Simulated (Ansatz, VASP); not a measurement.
# AgCl in two plane-wave programs

Wanted: the spread between two codes on one cell, functional and k mesh. The cell is taken from a series of VASP runs on this material, whose earlier steps may have relaxed, scaled or displaced it; both programs get it as it stands. Other levels of theory on this material are compared in a session of their own. Valence electrons are named where the data sets of a main pair hold unlike numbers.

Method: plane waves, with VASP 6.6.1 beside it; single point at LDA, spin-orbit coupling, in Ansatz 0.2.0.

## Step 1: Set-up

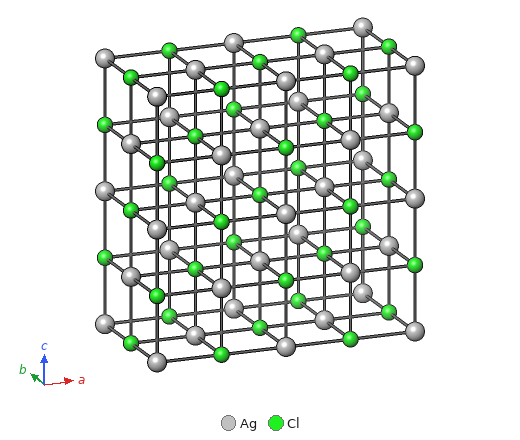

The starting structure, seen from a free direction (silver light grey, chlorine green). 2×1×2 cells are drawn. This picture shows the conventional cell, with its axes. Some periodic images of atoms are drawn too.

As a file:

```xyz
2
Lattice="0.0000 2.7350 2.7350 2.7350 0.0000 2.7350 2.7350 2.7350 0.0000" Properties=species:S:1:pos:R:3 pbc="T T T"
Ag    0.0000    0.0000    0.0000
Cl    2.7350    2.7350    2.7350
```

## Step 2: VASP: single point, LDA, spin-orbit coupling

With cell and atoms fixed, the geometry can't cause a difference; cores, projectors, grids and the points listed under the comparison can.

Lines of VASP's logs that name or quote its potential files are left out, and so is its time.

File INCAR:

```
SYSTEM = AgCl
PREC = Accurate
ENCUT = 400
EDIFF = 1E-08
NELM = 100
ISMEAR = 0
SIGMA = 0.02
LREAL = .FALSE.
ALGO = Normal
GGA = CA
LNONCOLLINEAR = .TRUE.
MAGMOM = 0 0 0 0 0 0
NBANDS = 30
GGA_COMPAT = .FALSE.
LASPH = .TRUE.
LSORBIT = .TRUE.
LMAXMIX = 4
LORBIT = 11
LWAVE = .FALSE.
LCHARG = .FALSE.
KPAR = 4
```

File POSCAR:

```
AgCl
1.0
    0.0000000000      2.7350000000      2.7350000000
    2.7350000000      0.0000000000      2.7350000000
    2.7350000000      2.7350000000      0.0000000000
Ag Cl
1 1
Direct
    0.0000000000      0.0000000000      0.0000000000
    0.5000000000      0.5000000000      0.5000000000
```

File KPOINTS:

```
Automatic mesh
0
Gamma
8 8 8
0 0 0
```

File KPOINTS_OPT:

```
points round the band edges
26
Reciprocal
  0.5000000000   0.0000000000   0.0000000000 1
  0.0000000000   0.0000000000   0.0000000000 1
  0.5000000000  -0.0034823102  -0.0034823102 1
  0.5000000000   0.0034823102   0.0034823102 1
  0.4965176898   0.0000000000  -0.0034823102 1
  0.5034823102   0.0000000000   0.0034823102 1
  0.4965176898  -0.0034823102   0.0000000000 1
  0.5034823102   0.0034823102  -0.0000000000 1
  0.5000000000  -0.0130586631  -0.0130586631 1
  0.5000000000   0.0130586631   0.0130586631 1
  0.4869413369   0.0000000000  -0.0130586631 1
  0.5130586631   0.0000000000   0.0130586631 1
  0.4869413369  -0.0130586631   0.0000000000 1
  0.5130586631   0.0130586631  -0.0000000000 1
  0.0000000000  -0.0034823102  -0.0034823102 1
 -0.0000000000   0.0034823102   0.0034823102 1
 -0.0034823102   0.0000000000  -0.0034823102 1
  0.0034823102   0.0000000000   0.0034823102 1
 -0.0034823102  -0.0034823102   0.0000000000 1
  0.0034823102   0.0034823102  -0.0000000000 1
  0.0000000000  -0.0130586631  -0.0130586631 1
 -0.0000000000   0.0130586631   0.0130586631 1
 -0.0130586631   0.0000000000  -0.0130586631 1
  0.0130586631   0.0000000000   0.0130586631 1
 -0.0130586631  -0.0130586631   0.0000000000 1
  0.0130586631   0.0130586631  -0.0000000000 1
```

Potentials, in the order of the species: Ag and Cl (LDA family, release 64).

Command:

```sh
mpirun -np 4 vasp_ncl
```

Numbers of over 12 decimals in the logs are rounded to 6 here.

The log of the run:

```text
[banner, memory and clock lines left out]
running    4 mpi-ranks, on    1 nodes
 distrk:  each k-point on    1 cores,    4 groups
 distr:  one band on    1 cores,    1 groups

 POSCAR found type information on POSCAR AgCl
 POSCAR found :  2 types and       2 ions
 LDA part: xc-table for (Slater(with rela. corr.)+CA(PZ))
 , standard interpolation
 POSCAR, INCAR and KPOINTS ok, starting setup
 FFT: planning ... GRIDC
 FFT: planning ... GRID_SOFT
 FFT: planning ... GRID
 WAVECAR not read
 entering main loop
       N       E                     dE             d eps       ncg     rms          rms(c)
DAV:   1     0.100319713320E+03    0.10032E+03   -0.73704E+03  1772   0.896E+02
DAV:   2    -0.190189900607E+01   -0.10222E+03   -0.96324E+02  2002   0.231E+02
DAV:   3    -0.689665442880E+01   -0.49948E+01   -0.49632E+01  2038   0.520E+01
DAV:   4    -0.694250093204E+01   -0.45847E-01   -0.45834E-01  2034   0.546E+00
DAV:   5    -0.694315258257E+01   -0.65165E-03   -0.65163E-03  2090   0.651E-01    0.748E+00
DAV:   6    -0.679154592316E+01    0.15161E+00   -0.24116E-01  2016   0.721E+00    0.500E+00
DAV:   7    -0.678696236494E+01    0.45836E-02   -0.90158E-02  2034   0.206E+00    0.207E+00
DAV:   8    -0.678415413872E+01    0.28082E-02   -0.48226E-03  1896   0.720E-01    0.626E-01
DAV:   9    -0.678399266775E+01    0.16147E-03   -0.65126E-04  2030   0.265E-01    0.195E-01
DAV:  10    -0.678398259028E+01    0.10077E-04   -0.49108E-05  2004   0.884E-02    0.300E-02
DAV:  11    -0.678398735903E+01   -0.47687E-05   -0.15221E-05  1974   0.401E-02    0.834E-03
DAV:  12    -0.678398733697E+01    0.22059E-07   -0.99474E-07  1964   0.141E-02    0.205E-03
DAV:  13    -0.678398734009E+01   -0.31255E-08   -0.79463E-08  2070   0.221E-03
   1 F= -.67839873E+01 E0= -.67839873E+01  d E =-.133397E-26  mag=    -0.0000     0.0000     0.0000
 Start KPOINTS_OPT (optional k-point list driver)
k-point batch [1-26\26]
       N       E                     dE             ncg
DAV:   1     0.285979648752E+04   -0.34413E+04     1616
DAV:   2     0.185136247204E+03   -0.26747E+04     1772
DAV:   3     0.588344578716E+02   -0.12630E+03     1838
DAV:   4     0.577509277146E+02   -0.10835E+01     1928
DAV:   5     0.577359530134E+02   -0.14975E-01     1882
DAV:   6     0.577356719699E+02   -0.28104E-03     1936
DAV:   7     0.577356656448E+02   -0.63251E-05     1900
DAV:   8     0.577356654926E+02   -0.15216E-06     1894
DAV:   9     0.577356654892E+02   -0.33747E-08     1270
```

Parts of OUTCAR (step 2):

```text
ion  position               nearest neighbor table
   1  0.000  0.000  0.000-   2 2.73   2 2.73   2 2.73   2 2.73   2 2.73   2 2.73
   2  0.500  0.500  0.500-   1 2.73   1 2.73   1 2.73   1 2.73   1 2.73   1 2.73

  LATTYP: Found a face centered cubic cell.
 ALAT       =     5.4700000000

 Subroutine GETGRP returns: Found 48 space group operations
 (whereof 48 operations were pure point group operations)

The static configuration has the point symmetry O_h .

 Found     29 irreducible k-points:

   k-points           NKPTS =     29   k-points in BZ     NKDIM =     29   number of bands    NBANDS=     30

   dimension x,y,z NGX =    28 NGY =   28 NGZ =   28
   dimension x,y,z NGXF=    56 NGYF=   56 NGZF=   56

   ENCUT  =  400.0 eV  29.40 Ry    5.42 a.u.   6.31  6.31  6.31*2*pi/ulx,y,z

   NELECT =      18.0000    total number of electrons

 k-points in reciprocal lattice and weights: Automatic mesh
   0.00000000  0.00000000  0.00000000       0.002
   0.12500000  0.00000000  0.00000000       0.016
   0.25000000  0.00000000  0.00000000       0.016
   0.37500000  0.00000000  0.00000000       0.016
   0.50000000  0.00000000  0.00000000       0.008
   0.12500000  0.12500000  0.00000000       0.012
   0.25000000  0.12500000  0.00000000       0.047
   0.37500000  0.12500000  0.00000000       0.047
   0.50000000  0.12500000  0.00000000       0.047
[...]
-0.37500000  0.50000000  0.12500000       0.023
  -0.25000000  0.50000000  0.25000000       0.012

 average (electrostatic) potential at core
       1 -73.2200       2 -95.2348

 E-fermi :   4.3062

 k-point     1 :       0.0000    0.0000    0.0000
  band No.  band energies     occupation
    ...
     14       1.6580      1.00000
     15       1.6972      1.00000
     16       1.6972      1.00000
     17       1.6972      1.00000
     18       1.6972      1.00000
     19       4.7626      0.00000
     20       4.7626      0.00000
     21      14.8273      0.00000
     22      14.8273      0.00000
     23      14.8273      0.00000
    ...

 k-point     2 :       0.1250    0.0000    0.0000
  band No.  band energies     occupation
    ...
     14       1.8489      1.00000
     15       2.4382      1.00000
     16       2.4382      1.00000
     17       2.4597      1.00000
     18       2.4597      1.00000
     19       5.5320      0.00000
     20       5.5320      0.00000
     21      13.3765      0.00000
     22      13.3765      0.00000
     23      14.4374      0.00000
    ...

 k-point     3 :       0.2500    0.0000    0.0000
  band No.  band energies     occupation
    ...
     14       2.0139      1.00000
     15       3.2448      1.00000
     16       3.2448      1.00000
     17       3.2814      1.00000
     18       3.2814      1.00000
     19       6.8866      0.00000
     20       6.8866      0.00000
     21      11.7016      0.00000
     22      11.7016      0.00000
     23      12.9997      0.00000
    ...

  Total       -1.0200201     -1.0200201     -1.0200201      0.0000000      0.0000000     -0.0000000
  in kB      -39.9408524    -39.9408524    -39.9408524      0.0000000      0.0000000     -0.0000000
  external PRESSURE =     -39.9408524 kB  Pullay stress =       0.0000000 kB

  energy-cutoff  :      400.00
  volume of cell :       40.92
      direct lattice vectors                 reciprocal lattice vectors
     0.000000000  2.735000000  2.735000000    -0.182815356  0.182815356  0.182815356
     2.735000000  0.000000000  2.735000000     0.182815356 -0.182815356  0.182815356
     2.735000000  2.735000000  0.000000000     0.182815356  0.182815356 -0.182815356

 POSITION                                       TOTAL-FORCE (eV/Angst)
 -----------------------------------------------------------------------------------
      0.00000      0.00000      0.00000         0.000000      0.000000      0.000000
      2.73500      2.73500      2.73500        -0.000000     -0.000000     -0.000000
 -----------------------------------------------------------------------------------
    total drift:                                0.000000      0.000000      0.000000

  FREE ENERGIE OF THE ION-ELECTRON SYSTEM (eV)
  ---------------------------------------------------
  free  energy   TOTEN  =        -6.7839873401 eV

  energy  without entropy=       -6.7839873401  energy(sigma->0) =       -6.78398734

 Spin-Orbit-Coupling matrix elements
 Ion:    1  E_soc:     -0.0400332
 Ion:    2  E_soc:     -0.0036619

 total charge
# of ion       s       p       d       tot
------------------------------------------
    1        0.223   0.161   9.348   9.732
    2        1.600   3.434   0.000   5.034
--------------------------------------------------
tot          1.823   3.595   9.348  14.767

 magnetization (x)
# of ion       s       p       d       tot
------------------------------------------
    1        0.000   0.000   0.000   0.000
    2       -0.000   0.000   0.000   0.000
--------------------------------------------------
tot         -0.000   0.000   0.000   0.000

 magnetization (y)
# of ion       s       p       d       tot
------------------------------------------
    1        0.000   0.000   0.000   0.000
    2       -0.000  -0.000   0.000  -0.000
--------------------------------------------------
tot         -0.000  -0.000   0.000  -0.000

 magnetization (z)
# of ion       s       p       d       tot
------------------------------------------
    1        0.000  -0.000   0.000  -0.000
    2        0.000   0.000   0.000   0.000
--------------------------------------------------
tot          0.000  -0.000   0.000  -0.000

[... 3 further parts left out ...]
```

The run ends at a pressure of -3.99 GPa.

## Step 3: Ansatz: single point, LDA, spin-orbit coupling

Ansatz runs on its fully relativistic PAW (standard-fr) files.

The same cell, functional (in two slightly different forms), mesh and smearing now go to Ansatz, which takes its cutoff from its data sets.

File input.yaml:

```yaml
crystal:
  lattice:
    - [0.0, 2.735, 2.735]
    - [2.735, 0.0, 2.735]
    - [2.735, 2.735, 0.0]
  atoms:
    - { symbol: Ag, position: [0.0, 0.0, 0.0] }
    - { symbol: Cl, position: [0.5, 0.5, 0.5] }
hamiltonian:
  xc: lda
  pseudopotentials: { kind: paw_fr }
magnetization:
  noncollinear: true
  spin_orbit: true
kpoints:
  mp_grid: { grid: [8, 8, 8] }
scf:
  occupations: { method: gaussian, width: 0.02 }
  n_extra_bands: 8
output:
  forces: true
  stress: true
  eigenvalues: true
  write_density: true
  write_potential: true
  elf: true
  volumetric_format: npy
```

Command:

```sh
ansatz run input.yaml --threads 2 --pin off --max-ram 4608MiB --backend cpu --events-out ev --progress --plain --runs-dir out
```

The log of the run:

```text
scf.n_extra_bands = 8 over 26 filled bands (N_el = 26.0): the run solves 34 bands
Engine: ansatz 0.2.0, aarch64-unknown-linux-gnu
Pseudopotentials: kind: paw_fr
Pseudopotential: Ag, paw_fr, valence charge 19, recommended cutoff 420 eV (normal), Ag.paw.azcp#standard-fr
Pseudopotential: Cl, paw_fr, valence charge 7, recommended cutoff 420 eV (normal), Cl.paw.azcp#standard-fr
Functional definition: SPW92
  exchange = slater_x
  correlation = pw_c
non-collinear run that drives no moment, with spin-orbit: no starting moment large enough to seed its density (crystal.atoms[].spin), no starting occupations that ask for one, no magnetisation constraint and no magnetic field, so the semilocal B_xc is pinned to zero
Crystal: 2 atoms, lattice volume = 40.917 Å³
Basis set: ecut = 420 eV, 821 PW (Γ)
Bands: 34, of which v1, the nominal top of the filled ones, is band 26 counted from 1 (25 counted from 0)
Symmetry: 48 space group operations + 48 with time reversal
Magnetic group: BNS 225.117 (UNI 1619), of the structure as read, at distance tolerance 3.4e-5 Å
k-points: 29 of 512
Projection manifold: j_resolved (fully-relativistic pseudo-atomic orbitals)
Non-local potential: Ag, projectors of the file, l = 0: 3, l = 1: 4, l = 2: 4, l = 3: 2
Non-local potential: Cl, projectors of the file, l = 0: 2, l = 1: 4, l = 2: 4
PAW form: soft (Blöchl's): semilocal exchange-correlation on the pseudo side does not see the compensation charge
PAW frozen core: Ag, regenerated for the run's functional, and the local potential with it (the file was generated under x = pbe(κ = 0.804, μ = 0.219515), c = pbe(β = 0.066725))
PAW frozen core: Cl, regenerated for the run's functional, and the local potential with it (the file was generated under x = pbe(κ = 0.804, μ = 0.219515), c = pbe(β = 0.066725))
PAW one-centre angular grid: Ag, 590 points (default); XC on 64 Gauss nodes
PAW one-centre angular grid: Cl, 110 points (default); XC on 64 Gauss nodes
Initial density: superposition of atomic densities (chi_scale 0.1, normalization cell, long waves kept (reshape's long-wave potential 0.00 eV rms))
Initial wavefunctions: pseudopotential atomic-orbital guess
Functional: x = slater, c = lda
SCF iter   1: F=—  HF=-8505.782219 eV  |F-HF|=—  |Δ(HF+E_count)|=         —  Δρ=5.87e-2  dr2=1.89e0  dr2_m=0.00e0 (ungated)  ethr=3.10e-3  |M|=0.00e0 ∫|m|=0.00e0 μB  |m|>n=0.0e0 m-floor=0.0e0 τ_xc=0.0e0  β_m=0.30  ⟨swp⟩=8.9  Hψ=2581  notcnv=0
preconditioner: auto → none  [insulator: Δε(μ)=0.725 eV  Ē_g=11.492 eV  σ=0.020 eV  W_gap=1.00  n_scr=14 (ndim 8)  ℏωp=24.6 eV  f_vac=0.007  D(μ)=0.00/eV (n_scr^D=0)  ε∞_Penn≈5.6]
SCF iter   2: F=—  HF=-8505.176210 eV  |F-HF|=—  |Δ(HF+E_count)|=   6.06e-1  Δρ=1.10e-2  dr2=3.89e-2  dr2_m=0.00e0 (ungated)  ethr=3.10e-3  |M|=0.00e0 ∫|m|=0.00e0 μB  |m|>n=0.0e0 m-floor=0.0e0 τ_xc=0.0e0  β_m=0.32  ⟨swp⟩=3.6  Hψ=1026  notcnv=0  defer=88
SCF iter   3: F=—  HF=-8505.168769 eV  |F-HF|=—  |Δ(HF+E_count)|=   7.44e-3  Δρ=6.59e-3  dr2=5.26e-3  dr2_m=0.00e0 (ungated)  ethr=1.50e-4  |M|=0.00e0 ∫|m|=0.00e0 μB  |m|>n=0.0e0 m-floor=0.0e0 τ_xc=0.0e0  β_m=0.53  ⟨swp⟩=2.8  Hψ=781  notcnv=0  defer=88
SCF iter   4: F=—  HF=-8505.170954 eV  |F-HF|=—  |Δ(HF+E_count)|=   2.19e-3  Δρ=1.69e-3  dr2=4.86e-4  dr2_m=0.00e0 (ungated)  ethr=2.02e-5  |M|=0.00e0 ∫|m|=0.00e0 μB  |m|>n=0.0e0 m-floor=0.0e0 τ_xc=0.0e0  β_m=0.52  ⟨swp⟩=2.0  Hψ=894  notcnv=0  defer=88
SCF iter   5: F=—  HF=-8505.171147 eV  |F-HF|=—  |Δ(HF+E_count)|=   1.93e-4  Δρ=1.94e-4  dr2=7.75e-6  dr2_m=0.00e0 (ungated)  ethr=1.87e-6  |M|=0.00e0 ∫|m|=0.00e0 μB  |m|>n=0.0e0 m-floor=0.0e0 τ_xc=0.0e0  β_m=0.70  ⟨swp⟩=2.0  Hψ=787  notcnv=0  defer=88
SCF iter   6: F=—  HF=-8505.171149 eV  |F-HF|=—  |Δ(HF+E_count)|=   2.43e-6  Δρ=4.03e-5  dr2=9.00e-7  dr2_m=0.00e0 (ungated)  ethr=2.98e-8  |M|=0.00e0 ∫|m|=0.00e0 μB  |m|>n=0.0e0 m-floor=0.0e0 τ_xc=0.0e0  β_m=0.83  ⟨swp⟩=2.0  Hψ=820  notcnv=0  defer=88
SCF iter   7: F=-8505.171149 eV  HF=-8505.171149 eV  |F-HF|=4.47e-10  |Δ(HF+E_count)|=   2.81e-7  Δρ=1.53e-6  dr2=6.44e-10  dr2_m=0.00e0 (ungated)  ethr=3.85e-10  |M|=0.00e0 ∫|m|=0.00e0 μB  |m|>n=0.0e0 m-floor=0.0e0 τ_xc=0.0e0  ⟨swp⟩=11.8  Hψ=3489  notcnv=0
SCF 1 converged in 7 iterations: F = -8505.171149 eV  dr2 = 6.44e-10
  greatest PAW one-centre occupation: 1.002 electrons in one spin orbital (limit 2), on the Ag atom at site 0 (counted from 0), in its partial waves of l = 0
SCF converged after 7 iterations
Magnetization: |M| = 0.0000 μB,  M = (+0.0000, +0.0000, +0.0000) μB
Absolute magnetization: 0.0000 μB (∫|m|)
  site 0: m = (+0.0000, +0.0000, +0.0000) μB, |m| = 0.0000 μB  (R = 1.13 Å)
  site 1: m = (+0.0000, +0.0000, +0.0000) μB, |m| = 0.0000 μB  (R = 1.13 Å)
Free energy (F): -8505.171149 eV
Harris-Foulkes:  -8505.171149 eV  (|F-HF|=4.47e-10)
Internal energy: -8505.171149 eV  (E = F + TS)
E sigma→0 (E₀):  -8505.171149 eV
Fermi energy:    8.842546 eV
--- Per-component energies (eV) ---
  E_band       = -353.148375
  E_kinetic    = 688.883205
  E_local      = -3149.143415  (includes V_loc(G=0)·N_el)
  E_nonlocal   = 119.080178
  E_hartree    = 1378.432692
  E_xc         = -287.405582
  E_vxc        = -353.201207  (∫ρ·V_xc dr)
  E_paw        = -4400.145805  (= ΣΔE_a)
  E_vpaw       = -415.631357  (= ΣTr[D̂ρ^β])
  E_aug_tail   = 0.000369  (compensation charges beyond the density's cutoff)
  E_ewald      = -2855.792444
  E_core_change = 0.919654  (= ΣΔE_core)
  E_smearing   = -0.000000  (= −TS)
  E_closure    = -0.000000  (closes the sum)
  Σ components = -8505.171149   (vs F -8505.171149, Δ=0.00e0)
--- Forces (eV/Å), atoms counted from 1 ---
  atom   1  Ag     0.00000000    -0.00000000    -0.00000000
  atom   2  Cl    -0.00000000     0.00000000     0.00000000
  max |Σ_I F_I| component: 6.67e-29 eV/Å
--- Stress (GPa, compression-positive) ---
       -3.802723      -0.000000      -0.000000
       -0.000000      -3.802723      -0.000000
        0.000000       0.000000      -3.802723
  P = ⅓ Tr σ = -3.8027 GPa (-38.027 kbar)
--- Band table (eV; the first three rows and the last of 29) ---
  k-point 0: bands = [... 22 lower, 6.0898, 6.0898, 6.0898, 6.0898, 9.1286, 9.1286, 19.0344, 19.0344, ... 4 higher]
  k-point 1: bands = [... 22 lower, 6.8332, 6.8332, 6.8547, 6.8547, 9.9014, 9.9014, 17.6803, 17.6803, ... 4 higher]
  k-point 2: bands = [... 22 lower, 7.6391, 7.6391, 7.6758, 7.6758, 11.2592, 11.2592, 16.0439, 16.0439, ... 4 higher]
  k-point 28: bands = [... 22 lower, 6.6109, 6.6109, 7.2112, 7.2112, 12.5423, 12.5423, 16.0824, 16.0824, ... 4 higher]
```

Elapsed: 5.4 s, on 2 threads of Arm Neoverse V2, shared host; peak memory 0.42 GiB; 9.9 s of CPU time.

The run ends at a pressure of -3.80 GPa.

## Step 4: Side by side

Known differences besides the potentials themselves: spin-orbit coupling enters by fully relativistic files in Ansatz and inside the spheres in VASP; the two LDA forms differ slightly; the data sets hold 26 valence electrons in Ansatz (on its fully relativistic PAW (standard-fr) files) and 18 in VASP; the cutoff is 420 eV in Ansatz and 400 eV in VASP; VASP's log shows a relativistic correction to its local exchange, Ansatz's none. Total energies have different zeros and are not compared.

Both answers:

```tsv
quantity	Ansatz	VASP	difference
pressure (GPa)	-3.80	-3.99	+0.19
gap as sampled (VASP's with further points off the mesh) (eV)	0.573	0.601	-0.028
```

## Step 5: What came out

* difference in gap as sampled (VASP's with further points off the mesh) (single point, LDA, spin-orbit coupling): -0.028 eV

What this shows: The difference in gap as sampled (VASP's with further points off the mesh) is -0.028 eV (single point, LDA, spin-orbit coupling), within the 0.08 eV picked in this series as the mark of a large difference. The data sets hold unlike numbers of valence electrons (26 in Ansatz and 18 in VASP), so part of the differences comes from the potentials. 4 further runs of this series are not shown here. How closely two codes agree says nothing of how well the functional describes the real material.

[Lines on the potential files, build, host, timing and source positions are cut from VASP's logs without a mark.]

[Logs are printed without paths, hosts, clocks, repeated set-up lines and the standing remarks that a program may print on its own settings, such as how far it seeks lower states.]

[Hosts, paths, dates, database ids (printed as entryN), source tags and the programs' standing remarks are cut or masked in the printed files.]
